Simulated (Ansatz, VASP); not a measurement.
# TiAs: VASP beside Ansatz

Wanted: the spread between two codes on one cell, functional and k mesh.

Calculated with Ansatz 0.2.0; plane waves, with VASP 6.6.1 beside it; single point at PBEsol.

The database entry behind the starting cell differs from later determinations by our own check (an axis about 2.0 % long against later determinations), so it need not match the best structure at ambient conditions.

**1. Starting point**

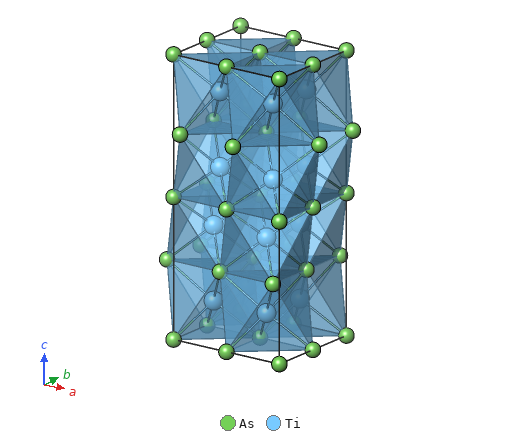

The cell as given, slightly off an axis (arsenic green, titanium blue). Bonds to atoms that aren't drawn are left out. Some periodic images of atoms are drawn too.

**2. VASP: single point, PBEsol**

With cell and atoms fixed, the geometry can't cause a difference; cores, projectors, grids and the points listed under the comparison can.

Lines of VASP's logs that name or quote its potential files are left out, and so is its time.

The input, INCAR:

```
SYSTEM = TiAs
PREC = Normal
ENCUT = 300
EDIFF = 1E-05
NELM = 120
ISMEAR = 1
SIGMA = 0.2
LREAL = Auto
ALGO = Fast
GGA = PS
NBANDS = 96
LASPH = .TRUE.
LORBIT = 11
LWAVE = .FALSE.
LCHARG = .FALSE.
KPAR = 4
NCORE = 2
```

The input, POSCAR:

```
TiAs
1.0
    7.1968045060      0.0000000000      0.0000000000
   -3.5984022530      6.2326155282      0.0000000000
    0.0000000000      0.0000000000     11.9612722151
As Ti
16 16
Direct
    0.3333333334      0.1666666666      0.2500000000
    0.3333333334      0.6666666666      0.2500000000
    0.8333333334      0.1666666666      0.2500000000
    0.8333333334      0.6666666666      0.2500000000
    0.1666666666      0.3333333334      0.7500000000
    0.1666666666      0.8333333333      0.7500000000
    0.6666666666      0.3333333334      0.7500000000
    0.6666666666      0.8333333333      0.7500000000
    0.0000000000      0.0000000000      0.5000000000
    0.0000000000      0.5000000000      0.5000000000
    0.5000000000      0.0000000000      0.5000000000
    0.5000000000      0.5000000000      0.5000000000
    0.0000000000      0.0000000000      0.0000000000
    0.0000000000      0.5000000000      0.0000000000
    0.5000000000      0.0000000000      0.0000000000
    0.5000000000      0.5000000000      0.0000000000
    0.3333333334      0.1666666666      0.8826302581
    0.3333333334      0.6666666666      0.8826302581
    0.8333333334      0.1666666666      0.8826302581
    0.8333333334      0.6666666666      0.8826302581
    0.1666666666      0.3333333334      0.3826302581
    0.1666666666      0.8333333333      0.3826302581
    0.6666666666      0.3333333334      0.3826302581
    0.6666666666      0.8333333333      0.3826302581
    0.3333333334      0.1666666666      0.6173697419
    0.3333333334      0.6666666666      0.6173697419
    0.8333333334      0.1666666666      0.6173697419
    0.8333333334      0.6666666666      0.6173697419
    0.1666666666      0.3333333334      0.1173697419
    0.1666666666      0.8333333333      0.1173697419
    0.6666666666      0.3333333334      0.1173697419
    0.6666666666      0.8333333333      0.1173697419
```

The input, KPOINTS:

```
Automatic mesh
0
Gamma
4 4 2
0 0 0
```

Potentials, in the order of the species: As and Ti (PBE family, release 64).

Command:

```sh
$ mpirun -np 8 vasp_std
```

Numbers of over 12 decimals in the logs are rounded to 6 here.

Log:

```text
[banner, memory and clock lines left out]
running    8 mpi-ranks, on    1 nodes
[...]
|                                                                             |
|               ----> ADVICE to this user running VASP <----                  |
|                                                                             |
|     You enforced a specific xc type in the INCAR file but a different       |
|     [... a line on the potential file left out ...]
|     I HOPE YOU KNOW WHAT YOU ARE DOING!                                     |
|                                                                             |

 LDA part: xc-table for (Slater+PW92), standard interpolation
 POSCAR, INCAR and KPOINTS ok, starting setup
[...]
entering main loop
       N       E                     dE             d eps       ncg     rms          rms(c)
DAV:   1     0.755236734882E+03    0.75524E+03   -0.34426E+04  1536   0.849E+02
DAV:   2    -0.107171569264E+03   -0.86241E+03   -0.82691E+03  1536   0.251E+02
DAV:   3    -0.272176603531E+03   -0.16501E+03   -0.16095E+03  2160   0.103E+02
DAV:   4    -0.280323233139E+03   -0.81466E+01   -0.80652E+01  1992   0.248E+01
[...]
RMM:  24    -0.245333938970E+03    0.10583E-04   -0.82980E-05  1677   0.196E-02    0.378E-02
RMM:  25    -0.245333911045E+03    0.27924E-04   -0.66618E-05  1668   0.231E-02    0.217E-02
RMM:  26    -0.245333905539E+03    0.55063E-05   -0.74125E-05  1653   0.156E-02
   1 F= -.24533391E+03 E0= -.24532297E+03  d E =-.328038E-01
```

From OUTCAR (step 2):

```text
  Total       -0.0219996     -0.0219996      0.2669213     -0.0000000     -0.0000000      0.0000000
  in kB       -0.0656959     -0.0656959      0.7970882     -0.0000000     -0.0000000      0.0000000
  external PRESSURE =       0.2218988 kB  Pullay stress =       0.0000000 kB

 POSITION                                       TOTAL-FORCE (eV/Angst)
 -----------------------------------------------------------------------------------
      1.79920      1.03877      2.99032         0.000000     -0.000000      0.000000
      0.00000      4.15508      2.99032         0.000000     -0.000000      0.000000
      5.39760      1.03877      2.99032         0.000000     -0.000000      0.000000
      3.59840      4.15508      2.99032         0.000000     -0.000000      0.000000
     -0.00000      2.07754      8.97095        -0.000000      0.000000      0.000000
     -1.79920      5.19385      8.97095        -0.000000     -0.000000      0.000000
      3.59840      2.07754      8.97095        -0.000000      0.000000      0.000000
      1.79920      5.19385      8.97095        -0.000000      0.000000      0.000000
      0.00000      0.00000      5.98064         0.000000      0.000000      0.000000
     -1.79920      3.11631      5.98064         0.000000      0.000000      0.000000
      3.59840      0.00000      5.98064         0.000000      0.000000      0.000000
      1.79920      3.11631      5.98064         0.000000      0.000000      0.000000
      0.00000      0.00000      0.00000         0.000000      0.000000      0.000000
     -1.79920      3.11631      0.00000         0.000000      0.000000      0.000000
[...]
-----------------------------------------------------------------------------------
    total drift:                               -0.000000      0.000000      0.000000

  FREE ENERGIE OF THE ION-ELECTRON SYSTEM (eV)
  ---------------------------------------------------
  free  energy   TOTEN  =      -245.3339055390 eV

  energy  without entropy=     -245.3011016993  energy(sigma->0) =     -245.32297093

[... 3 further parts left out ...]
[key lines of the parts left out:]
E-fermi :   5.3843
```

The run ends at a pressure of 0.02 GPa, with forces up to 0.071 eV/Å.

**3. Ansatz: single point, PBEsol**

Ansatz runs on its default PAW (the set named soft_2) files.

The same cell, functional, mesh and smearing now go to Ansatz, which takes its cutoff from its data sets.

The input, input.yaml:

```yaml
crystal:
  lattice:
    - [7.196804506, 0.0, 0.0]
    - [-3.598402253, 6.2326155282, 0.0]
    - [0.0, 0.0, 11.9612722151]
  atoms:
    - { symbol: As, position: [0.3333333334, 0.1666666666, 0.25] }
    - { symbol: As, position: [0.3333333334, 0.6666666666, 0.25] }
    - { symbol: As, position: [0.8333333334, 0.1666666666, 0.25] }
    - { symbol: As, position: [0.8333333334, 0.6666666666, 0.25] }
    - { symbol: As, position: [0.1666666666, 0.3333333334, 0.75] }
    - { symbol: As, position: [0.1666666666, 0.8333333333, 0.75] }
    - { symbol: As, position: [0.6666666666, 0.3333333334, 0.75] }
    - { symbol: As, position: [0.6666666666, 0.8333333333, 0.75] }
    - { symbol: As, position: [0.0, 0.0, 0.5] }
    - { symbol: As, position: [0.0, 0.5, 0.5] }
    - { symbol: As, position: [0.5, 0.0, 0.5] }
    - { symbol: As, position: [0.5, 0.5, 0.5] }
    - { symbol: As, position: [0.0, 0.0, 0.0] }
    - { symbol: As, position: [0.0, 0.5, 0.0] }
    - { symbol: As, position: [0.5, 0.0, 0.0] }
    - { symbol: As, position: [0.5, 0.5, 0.0] }
    - { symbol: Ti, position: [0.3333333334, 0.1666666666, 0.8826302581] }
    - { symbol: Ti, position: [0.3333333334, 0.6666666666, 0.8826302581] }
    - { symbol: Ti, position: [0.8333333334, 0.1666666666, 0.8826302581] }
    - { symbol: Ti, position: [0.8333333334, 0.6666666666, 0.8826302581] }
    - { symbol: Ti, position: [0.1666666666, 0.3333333334, 0.3826302581] }
    - { symbol: Ti, position: [0.1666666666, 0.8333333333, 0.3826302581] }
    - { symbol: Ti, position: [0.6666666666, 0.3333333334, 0.3826302581] }
    - { symbol: Ti, position: [0.6666666666, 0.8333333333, 0.3826302581] }
    - { symbol: Ti, position: [0.3333333334, 0.1666666666, 0.6173697419] }
    - { symbol: Ti, position: [0.3333333334, 0.6666666666, 0.6173697419] }
    - { symbol: Ti, position: [0.8333333334, 0.1666666666, 0.6173697419] }
    - { symbol: Ti, position: [0.8333333334, 0.6666666666, 0.6173697419] }
    - { symbol: Ti, position: [0.1666666666, 0.3333333334, 0.1173697419] }
    - { symbol: Ti, position: [0.1666666666, 0.8333333333, 0.1173697419] }
    - { symbol: Ti, position: [0.6666666666, 0.3333333334, 0.1173697419] }
    - { symbol: Ti, position: [0.6666666666, 0.8333333333, 0.1173697419] }
hamiltonian:
  xc: pbesol
  pseudopotentials: { kind: paw }
kpoints:
  mp_grid: { grid: [4, 4, 2] }
scf:
  occupations: { method: methfessel_paxton, width: 0.2 }
  n_extra_bands: 12
output:
  forces: true
  stress: true
  eigenvalues: true
```

Command:

```sh
$ ansatz run input.yaml --threads 8 --pin off --max-ram 18432MiB --backend cpu --events-out ev --progress --plain --runs-dir out
```

Log:

```text
scf.n_extra_bands = 12 over 216 filled bands (N_el = 432.0): the run solves 228 bands
Engine: ansatz 0.2.0, aarch64-unknown-linux-gnu
Pseudopotentials: kind: paw
Pseudopotential: As, paw, valence charge 15, recommended cutoff 420 eV (normal), As.paw.azcp
Pseudopotential: Ti, paw, valence charge 12, recommended cutoff 420 eV (normal), Ti.paw.azcp
Functional definition: PBEsol
  exchange = pbesol_x
  correlation = pbesol_c
Crystal: 32 atoms, lattice volume = 536.522 Å³
Basis set: ecut = 420 eV, 10419 PW (Γ), exchange–correlation on 100×100×160 points (8 copies of the dense FFT grid, shifted against one another)
Bands: 228, of which v1, the nominal top of the filled ones, is band 216 counted from 1 (215 counted from 0)
Symmetry: 96 space group operations
Space group: P63/mmc (ITA 194), of the structure as read, at distance tolerance 8.1e-5 Å
k-points: 8 of 32
Non-local potential: As, projectors of the file, l = 0: 2, l = 1: 2, l = 2: 3, l = 3: 1
Non-local potential: Ti, projectors of the file, l = 0: 3, l = 1: 2, l = 2: 3, l = 3: 1
PAW form: soft (Blöchl's): semilocal exchange-correlation on the pseudo side does not see the compensation charge
PAW frozen core: As, regenerated for the run's functional, and the local potential with it (the file was generated under x = pbe(κ = 0.804, μ = 0.219515), c = pbe(β = 0.066725))
PAW frozen core: Ti, regenerated for the run's functional, and the local potential with it (the file was generated under x = pbe(κ = 0.804, μ = 0.219515), c = pbe(β = 0.066725))
PAW one-centre angular grid: As, 590 points (default); XC on 64 Gauss nodes
PAW one-centre angular grid: Ti, 590 points (default); XC on 64 Gauss nodes
Initial density: superposition of atomic densities (neutral atoms: chi_scale 0, normalization atom), corrected by the library's trained network
Initial wavefunctions: pseudopotential atomic-orbital guess
Functional: x = pbesol(κ = 0.804, μ = 0.123457), c = pbesol(β = 0.046)
SCF iter   1: F=—  HF=-116622.426714 eV  |F-HF|=—  |Δ(HF+E_count)|=         —  Δρ=5.88e-3  dr2=1.69e-1  ethr=1.77e-3  ⟨swp⟩=4.5  Hψ=6509  notcnv=0
preconditioner: auto → Kerker (q_TF=auto, 2.632 Å⁻¹)  [metal: Δε(μ)=0.035 eV  Ē_g=5.485 eV  σ=0.200 eV  W_gap=0.14  n_scr=148 (ndim 8)  ℏωp=19.2 eV  f_vac=0.000  D(μ)=18.41/eV (n_scr^D=134)]
SCF iter   2: F=—  HF=-116622.374566 eV  |F-HF|=—  |Δ(HF+E_count)|=   5.21e-2  S|Δr|=    0.00e0  Δρ=1.82e-3  dr2=1.54e-2  ethr=3.92e-5  ⟨swp⟩=2.6  Hψ=3717  notcnv=0
SCF iter   3: F=—  HF=-116622.373022 eV  |F-HF|=—  |Δ(HF+E_count)|=   1.54e-3  S|Δr|=    0.00e0  Δρ=9.91e-4  dr2=5.00e-3  ethr=3.56e-6  ⟨swp⟩=2.2  Hψ=3430  notcnv=0
SCF iter   4: F=—  HF=-116622.372525 eV  |F-HF|=—  |Δ(HF+E_count)|=   4.97e-4  S|Δr|=    0.00e0  Δρ=2.59e-4  dr2=5.55e-4  ethr=1.16e-6  ⟨swp⟩=2.0  Hψ=3429  notcnv=0
SCF iter   5: F=—  HF=-116622.372251 eV  |F-HF|=—  |Δ(HF+E_count)|=   2.74e-4  S|Δr|=    0.00e0  Δρ=9.22e-5  dr2=4.67e-5  ethr=1.28e-7  ⟨swp⟩=2.0  Hψ=3433  notcnv=0
SCF iter   6: F=—  HF=-116622.371770 eV  |F-HF|=—  |Δ(HF+E_count)|=   4.81e-4  S|Δr|=    0.00e0  Δρ=2.55e-5  dr2=6.16e-6  ethr=1.08e-8  ⟨swp⟩=2.0  Hψ=2367  notcnv=0
SCF iter   7: F=—  HF=-116622.371769 eV  |F-HF|=—  |Δ(HF+E_count)|=   8.75e-7  S|Δr|=    0.00e0  Δρ=6.66e-6  dr2=4.37e-7  ethr=1.43e-9  ⟨swp⟩=2.0  Hψ=2373  notcnv=0
SCF iter   8: F=—  HF=-116622.371769 eV  |F-HF|=—  |Δ(HF+E_count)|=   6.61e-8  S|Δr|=    0.00e0  Δρ=2.60e-6  dr2=1.03e-7  ethr=2.31e-11  ⟨swp⟩=4.0  Hψ=6924  notcnv=0
SCF iter   9: F=-116622.371769 eV  HF=-116622.371769 eV  |F-HF|=2.18e-8  |Δ(HF+E_count)|=   2.24e-8  S|Δr|=    0.00e0  Δρ=1.01e-6  dr2=1.48e-8  ethr=2.31e-11  ⟨swp⟩=4.0  Hψ=6508  notcnv=0
SCF 1 converged in 9 iterations: F = -116622.371769 eV  dr2 = 1.48e-8
  greatest PAW one-centre occupation: 0.999 electrons in one spin orbital (limit 2), on the As atom at site 15 (counted from 0), in its partial waves of l = 2
SCF converged after 9 iterations
Stability not checked: this state was not tested for a lower state beside it, because cold or Methfessel-Paxton smearing, or corrected tetrahedra, fill the levels in a way that the test cannot read (fill_not_monotonic; see scf.lower_state_search)
Free energy (F): -116622.371769 eV
Harris-Foulkes:  -116622.371769 eV  (|F-HF|=2.18e-8)
Internal energy: -116622.335645 eV  (E = F + TS)
E sigma→0 (E₀):  -116622.362738 eV
Entropy (-TS):   -0.036123 eV (-1.129 meV/atom)
Fermi energy:    14.139809 eV
--- Per-component energies (eV) ---
  E_band       = -5313.352131
  E_kinetic    = 6061.971728
  E_local      = -36453.023245  (includes V_loc(G=0)·N_el)
  E_nonlocal   = -10535.750141
  E_hartree    = 18957.472446
  E_xc         = -2839.361350
  E_vxc        = -3256.797007  (∫ρ·V_xc dr)
  E_paw        = -45057.907730  (= ΣΔE_a)
  E_vpaw       = 955.298691  (= ΣTr[D̂ρ^β])
  E_aug_tail   = 0.001988  (compensation charges beyond the density's cutoff)
  E_ewald      = -46773.432350
  E_core_change = 17.693008  (= ΣΔE_core)
  E_smearing   = -0.036123  (= −TS)
  E_closure    = 0.000000  (closes the sum)
  Σ components = -116622.371769   (vs F -116622.371769, Δ=0.00e0)
--- Forces (eV/Å), atoms counted from 1 ---
  atom   1  As    -0.00000000     0.00000000    -0.00000000
  atom   2  As    -0.00000000     0.00000000    -0.00000000
  atom   3  As    -0.00000000     0.00000000    -0.00000000
  atom   4  As    -0.00000000     0.00000000    -0.00000000
  atom   5  As     0.00000000    -0.00000000     0.00000000
  atom   6  As    -0.00000000    -0.00000000     0.00000000
  atom   7  As    -0.00000000    -0.00000000     0.00000000
  atom   8  As    -0.00000000    -0.00000000     0.00000000
  atom   9  As     0.00000000     0.00000000     0.00000000
  atom  10  As     0.00000000     0.00000000    -0.00000000
  atom  11  As     0.00000000     0.00000000     0.00000000
  atom  12  As     0.00000000     0.00000000    -0.00000000
  atom  13  As     0.00000000    -0.00000000     0.00000000
  atom  14  As     0.00000000    -0.00000000    -0.00000000
  atom  15  As     0.00000000     0.00000000    -0.00000000
  atom  16  As     0.00000000    -0.00000000     0.00000000
  atom  17  Ti    -0.00000000    -0.00000000     0.11590826
  atom  18  Ti    -0.00000000    -0.00000000     0.11590826
  atom  19  Ti    -0.00000000    -0.00000000     0.11590826
  atom  20  Ti    -0.00000000    -0.00000000     0.11590826
  atom  21  Ti    -0.00000000    -0.00000000     0.11590826
  atom  22  Ti    -0.00000000    -0.00000000     0.11590826
  atom  23  Ti    -0.00000000     0.00000000     0.11590826
  atom  24  Ti    -0.00000000    -0.00000000     0.11590826
  atom  25  Ti     0.00000000    -0.00000000    -0.11590826
  atom  26  Ti     0.00000000     0.00000000    -0.11590826
  atom  27  Ti     0.00000000     0.00000000    -0.11590826
  atom  28  Ti     0.00000000     0.00000000    -0.11590826
  atom  29  Ti     0.00000000     0.00000000    -0.11590826
  atom  30  Ti     0.00000000    -0.00000000    -0.11590826
  atom  31  Ti     0.00000000     0.00000000    -0.11590826
  atom  32  Ti     0.00000000     0.00000000    -0.11590826
  max |Σ_I F_I| component: 5.55e-17 eV/Å
--- Stress (GPa, compression-positive) ---
       -0.039805       0.000000      -0.000000
        0.000000      -0.039805       0.000000
       -0.000000       0.000000       0.112535
  P = ⅓ Tr σ = 0.0110 GPa (0.110 kbar)
--- Band table (eV; the first three rows and the last of 8) ---
  k-point 0: bands = [... 212 lower, 13.8295, 13.8295, 13.9381, 13.9381, 14.4515, 14.4515, 14.4515, 14.5293, ... 8 higher]
  k-point 1: bands = [... 212 lower, 13.1509, 13.1509, 13.9868, 13.9868, 13.9868, 13.9868, 14.8179, 14.8179, ... 8 higher]
  k-point 2: bands = [... 212 lower, 13.5118, 13.5766, 13.5766, 14.0736, 14.1078, 14.4475, 14.4785, 14.5094, ... 8 higher]
  k-point 7: bands = [... 212 lower, 13.6140, 13.6140, 14.1593, 14.1593, 14.2482, 14.2482, 14.7624, 14.7624, ... 8 higher]
```

Wall time 19 s (8 threads of Arm Neoverse N1, shared host); peak memory 4.7 GiB.

In the SCF lines HF is the Harris–Foulkes energy and dr2 the Hartree energy of the density residual, in eV; the loop may stop once dr2 is under the threshold and the program's other checks hold. Hψ counts applications of the Hamiltonian.

The run ends at a pressure of 0.01 GPa, with forces up to 0.12 eV/Å.

**4. Comparison**

Known differences besides the PAW data sets themselves: the data sets hold 432 valence electrons in Ansatz (default PAW (the set named soft_2) files) and 144 in VASP; the cutoff is 420 eV in Ansatz and 300 eV in VASP (PREC = Normal, projectors in real space); Ansatz makes its cores anew for this functional, VASP keeps those of its PBE data sets. Total energies have different zeros and are not compared.

Compared:

```
      quantity  Ansatz  VASP  difference
pressure (GPa)    0.01  0.02       -0.01
```

Forces on 10 of the 32 atoms, picked by the larger force of the two programs (eV/Å; atoms numbered as in POSCAR):

```
atom        Ansatz x, y, z          VASP x, y, z
Ti17   0.000, 0.000, 0.116   0.000, 0.000, 0.071
Ti18   0.000, 0.000, 0.116   0.000, 0.000, 0.071
Ti21   0.000, 0.000, 0.116   0.000, 0.000, 0.071
Ti22   0.000, 0.000, 0.116   0.000, 0.000, 0.071
Ti23   0.000, 0.000, 0.116   0.000, 0.000, 0.071
Ti24   0.000, 0.000, 0.116   0.000, 0.000, 0.071
Ti29  0.000, 0.000, -0.116  0.000, 0.000, -0.071
Ti30  0.000, 0.000, -0.116  0.000, 0.000, -0.071
Ti31  0.000, 0.000, -0.116  0.000, 0.000, -0.071
Ti32  0.000, 0.000, -0.116  0.000, 0.000, -0.071
```

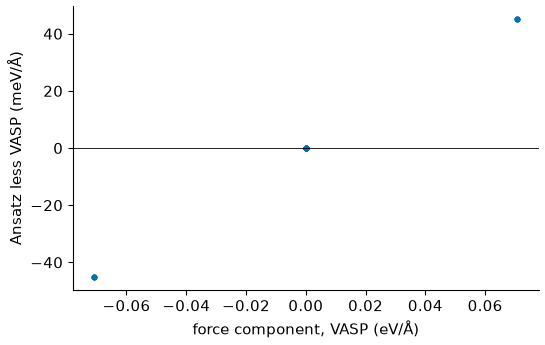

Difference of the force components against their size.

The forces differ by 18 meV/Å r.m.s., which is 63.7 % of the r.m.s. force of 0.03 eV/Å (both taken over all components). Ansatz's pressure holds a Pulay correction of 0.02 GPa; VASP's holds none.

**5. Further runs**

The difference is large enough to ask for its cause, so further runs change the set-up of one program at a time, as the table lists.

```
                                                           run  r.m.s. force difference (meV/Å)
                                                      as above                               18
cores kept as stored, as VASP does, whose cores stay as stored                               18
                       Ansatz's larger PAW set (cutoff 910 eV)                               18
                   norm-conserving potentials (cutoff 1143 eV)                               18
```

**6. What came out**

| Quantity | Value |
| --- | --- |
| r.m.s. force difference (single point, PBEsol) | 18 meV/Å |

In words: The r.m.s. force difference is 18 meV/Å (single point, PBEsol), beyond the 12 meV/Å picked in this series as the mark of a large difference. For single point, PBEsol: no further run halves the r.m.s. force difference; only Ansatz's side was varied, and Ansatz's runs with other potentials lie closer to each other than to VASP, which for this quantity points to VASP's side; this was not tested here. How closely two codes agree says nothing of how well the functional describes the real material.

[Lines on the potential files, build, host, timing and source positions are cut from VASP's logs without a mark.]

[Logs are printed without paths, hosts, clocks, repeated set-up lines and the standing remarks that a program may print on its own settings, such as how far it seeks lower states.]

[Hosts, paths, dates, database ids (printed as entryN), source tags and the programs' standing remarks are cut or masked in the printed files.]
